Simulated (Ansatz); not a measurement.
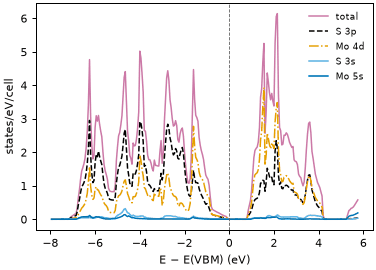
Figure. Total and projected density of states of MoS$_{2}$ in space group R3m (No. 160; Mo on 3a, S on 3a, S on 3a), PBE+D3(BJ) in the plane-wave PAW code Ansatz

**Question.** Which orbitals carry the states next to the gap?

**Answer.** Top 1 eV of the valence band: Mo 4d 56 %, S 3p 39 %. Bottom 1 eV of the conduction band: Mo 4d 65 %, S 3p 30 %. Projections are on Löwdin-orthogonalised atomic valence shells; empty p or d shells of many metals are not among them.

**Question.** Where is the tallest occupied peak in this window, and what makes it?

**Answer.** Near -4.0 eV, about 5.0 states/eV per cell; the largest projected share is S 3p.

Symmetry was held in the PBE+D3(BJ) relaxation. The run is not spin-polarised. Scalar-relativistic: spin–orbit coupling is off unless named, which matters more the heavier the elements.

Potentials: the later of the program's two PAW sets.
